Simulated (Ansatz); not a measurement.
# Starting-point dependence of the GW gap of Cd5B3ClO9 (Cm), part 2 of 2

One-shot GW is not self-consistent; how far does the start matter for Cd5B3ClO9 (Cm)?

Ansatz 0.2.0; G0W0 on several functionals, plane waves, PAW. Known limits of the many-body steps: not at the basis limit; d shell near the gap, gap tends to lie low; no spin-orbit coupling; coarse k mesh.

So far. Step 2 (G0W0 on PBE): The gap on the mesh goes from 1.98 eV to 3.48 eV, a correction of +1.50 eV. Between the two edge states, bare exchange in place of the xc potential would open the gap by 9.57 eV, and correlation takes back 8.07 eV. Step 3 (G0W0 on HSE06): Against the run with 2×2×4 mesh, 1033 empty bands, screening to 160 eV, PAW set soft_1 files on PBE, the gap moves by +0.83 eV, while the start moved by +1.59 eV.

In doubt: masses and optical values from hybrid runs of this build are listed as unsure (steps 3, 4), which bears on the screening that GW takes from such a start.

**4. G0W0 on PBE0**

This step: G0W0 on PBE0, plane waves, PAW; PAW set soft_1.

Input file input.yaml:

```yaml
crystal:
  lattice:
    - [4.086, -8.0305, 0.0]
    - [4.086, 8.0305, 0.0]
    - [-0.5610688069, 0.0, 3.4284942182]
  atoms:
    - { symbol: Cd, position: [0.9903899046, 0.7342556792, 0.5662659888] }
    - { symbol: Cd, position: [0.7342556792, 0.9903899046, 0.5662659888] }
    - { symbol: Cd, position: [0.3113911839, 0.6630019832, 0.9124457693] }
    - { symbol: Cd, position: [0.6630019832, 0.3113911839, 0.9124457693] }
    - { symbol: Cd, position: [0.2871762088, 0.2871762088, 0.3102574688] }
    - { symbol: B, position: [0.6210609171, 0.6210609171, 0.9737592675] }
    - { symbol: B, position: [0.972075933, 0.3689018994, 0.3370010488] }
    - { symbol: B, position: [0.3689018994, 0.972075933, 0.3370010488] }
    - { symbol: Cl, position: [0.049188481, 0.049188481, 0.7118210963] }
    - { symbol: O, position: [0.7759792855, 0.623579409, 0.0193502893] }
    - { symbol: O, position: [0.623579409, 0.7759792855, 0.0193502893] }
    - { symbol: O, position: [0.4502306784, 0.4502306784, 0.8744954667] }
    - { symbol: O, position: [0.1618372402, 0.4552599818, 0.3467663233] }
    - { symbol: O, position: [0.4552599818, 0.1618372402, 0.3467663233] }
    - { symbol: O, position: [0.1966350256, 0.8360258997, 0.1252240285] }
    - { symbol: O, position: [0.8360258997, 0.1966350256, 0.1252240285] }
    - { symbol: O, position: [0.9120354728, 0.4534148167, 0.5549599024] }
    - { symbol: O, position: [0.4534148167, 0.9120354728, 0.5549599024] }
kpoints:
  mp_grid: { grid: [2, 2, 4] }
hamiltonian:
  xc: pbe0
  pseudopotentials: { kind: paw, azcp: { folder: soft_1 } }
scf:
  occupations: { method: fixed }
gw:
  n_empty_bands: 1033
  ecut_chi: 160.0
  qp_bands: [v4, c4]
  qp_kpoints: band_edges
  screening: { model: contour_deformation }
```

Run with:

```
> ansatz run input.yaml --threads 2 --pin off --max-ram 92160MiB --backend cuda --events-out ev --progress --plain --runs-dir out --devices 1 --max-vram 13GiB
```

Numbers of over 12 decimals in the logs are rounded to 6 here.

Output:

```text
GPUs: using 1 of 1 available (devices: 1).
[...]
GPU FFT provider: cuFFT
GPU libraries: cuBLAS 13.8.2, cuFFT 12.4.0, cuSOLVER 12.3.4
Crystal: 18 atoms, lattice volume = 224.996 Å³
Basis set: ecut = 420 eV, 4399 PW (Γ)
Bands: 103, of which v1, the nominal top of the filled ones, is band 85 counted from 1 (84 counted from 0)
Symmetry: 2 space group operations
[...]
k-points: 9 of 16 (time reversal used)
[...]
0    88     14.2998   -11.5324    -3.7360   -15.7519  0.8449    14.7846    14.7833  root
     0    89     14.5023    -9.8888    -3.9262   -14.1840  0.8550    14.8721    14.8714  root
[...]
8    86     14.2537    -8.5761    -4.1216   -13.0339  0.8585    14.5905    14.5899  root
     8    87     14.8057    -9.2052    -4.2469   -13.8317  0.8540    15.1861    15.1852  root
     8    88     14.8432    -9.9580    -4.1144   -14.4859  0.8520    15.2576    15.2567  root
     8    89     14.9046    -9.6447    -4.1585   -14.2009  0.8535    15.3031    15.3022  root
[key lines of the parts left out:]
Free energy (F): -47950.371025 eV
Fermi energy:    6.866385 eV
```

Elapsed: 5.2 min, on 1 × NVIDIA H100 80GB HBM3 (shared by 6 runs) with 2 threads of AMD EPYC 7R13 (Zen 3), shared host; peak memory 3.9 GiB; 6.4 min of CPU time.

Numbers from this step:

| Property | Result |
| --- | --- |
| bands summed | 1118 |
| RPA ε∞ on this mesh (eigenvalues) | 2.809, 2.924, 3.019 |
| plane waves in the screening matrix | 1051 |
| G0W0 gap on the mesh | 4.525 eV |
| k of the valence top | 0, 0, -0.5 |
| k of the conduction bottom | 0, 0, 0 |
| starting gap on the mesh | 4.302 eV |
| least direct G0W0 gap on the computed points | 4.591 eV |

Against the run with 2×2×4 mesh, 1033 empty bands, screening to 160 eV, PAW set soft_1 files on HSE06, the gap moves by +0.21 eV, while the start moved by +0.73 eV.

**5. The starts together**

All on the 2×2×4 mesh with 1033 empty bands and screening to 160 eV. Times are wall times on 1 × NVIDIA H100 80GB HBM3 (shared by 6 runs) with 2 threads of AMD EPYC 7R13 (Zen 3), shared host, good to a factor of about two.

| start | starting gap (eV) | shift (eV) | G0W0 gap (eV) | RPA ε∞ (harmonic mean) | Z (valence, conduction) | time |
| --- | --- | --- | --- | --- | --- | --- |
| PBE | 1.98 | +1.50 | 3.48 | 3.75 | 0.76, 0.83 | 83 s |
| HSE06 | 3.57 | +0.74 | 4.31 | 3.04 | 0.80, 0.86 | 5.2 min |
| PBE0 | 4.30 | +0.22 | 4.53 | 2.91 | 0.81, 0.86 | 5.2 min |

How the two edges are built up, in eV (the quasiparticle level is the starting level plus Σx plus Σc less Vxc):

| run | edge | start | Σx | Σc | Vxc | Z | QP |
| --- | --- | --- | --- | --- | --- | --- | --- |
| PBE | valence top | 8.41 | -27.54 | 4.41 | -22.20 | 0.76 | 7.48 |
| PBE | conduction bottom | 10.39 | -10.32 | -3.66 | -14.55 | 0.83 | 10.96 |
| HSE06 | valence top | 7.27 | -27.52 | 3.84 | -23.40 | 0.80 | 6.99 |
| HSE06 | conduction bottom | 10.84 | -9.54 | -3.61 | -13.60 | 0.86 | 11.30 |
| PBE0 | valence top | 6.87 | -27.53 | 3.70 | -23.81 | 0.81 | 6.85 |
| PBE0 | conduction bottom | 11.17 | -9.53 | -3.53 | -13.27 | 0.86 | 11.38 |

For a hybrid start, Vxc holds its share of exact exchange.

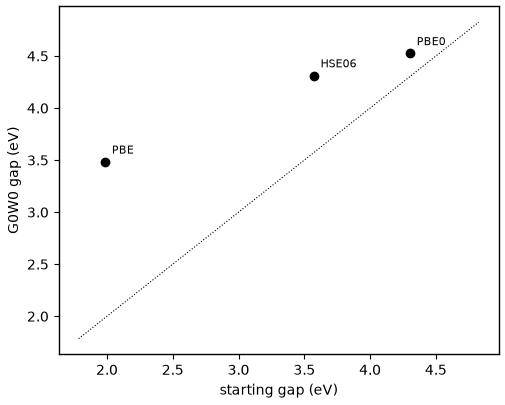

G0W0 gap against starting gap; on the dotted line the correction would vanish.

**6. Outcome**

| Item | Value |
| --- | --- |
| G0W0@PBE | 3.48 eV (start 1.98 eV) |
| G0W0@HSE06 | 4.31 eV (start 3.57 eV) |
| G0W0@PBE0 | 4.53 eV (start 4.30 eV) |
| known limits | not at the basis limit; d shell near the gap, gap tends to lie low; no spin-orbit coupling; coarse k mesh |

**Reading.** The starting gaps span 2.32 eV and the G0W0 gaps 1.04 eV. Between PBE and PBE0, 1.04 eV of the 2.32 eV survives, 45 %. PBE0 screens less than PBE (ε∞ 2.91 against 3.75). Of the 1.04 eV by which its G0W0 gap is higher, the correlation part gives +0.84 eV, and exchange with the one-particle terms, which follow the orbitals, +0.20 eV. The smallest correction, +0.22 eV, is on PBE0, the start nearest to reproducing itself. Bands and cutoff are finite, so the gap is not at the basis limit. The miss can reach some tenths of an eV and take either sign; the mesh is an error of its own. The 2×2×4 mesh is coarse for this cell (its supercell is 14 Å along the shortest edge). The RPA ε∞ on it, from the PBE start, is 3.54, 3.80 and 3.95; such meshes misread the long-range screening, most where the gap is narrow. The program warns that the mesh is coarse for exact exchange, which bears on the hybrid start's gap. A d shell, filled or nearly so, lies near the gap. One-shot GW converges very slowly in bands there, not always from below, and on a semilocal start the gap tends to come out low; starts rich in exact exchange can overshoot instead. The many-body steps are scalar-relativistic: spin-orbit coupling is not in them.

[Paths, hosts, dates, memory and timing lines, banners, echoed tables and standing remarks are left out of the program output.]

[Logs are printed without paths, hosts, clocks, repeated set-up lines and the standing remarks that a program may print on its own settings, such as how far it seeks lower states.]

[Runs of the session that timed out or met a known fault of the program may be left out.]

[Cells called generated may have been cut or substituted from an entry of the Crystallography Open Database or the Materials Project.]

[Hosts, paths, dates, database ids (printed as entryN), source tags and the programs' standing remarks are cut or masked in the printed files.]
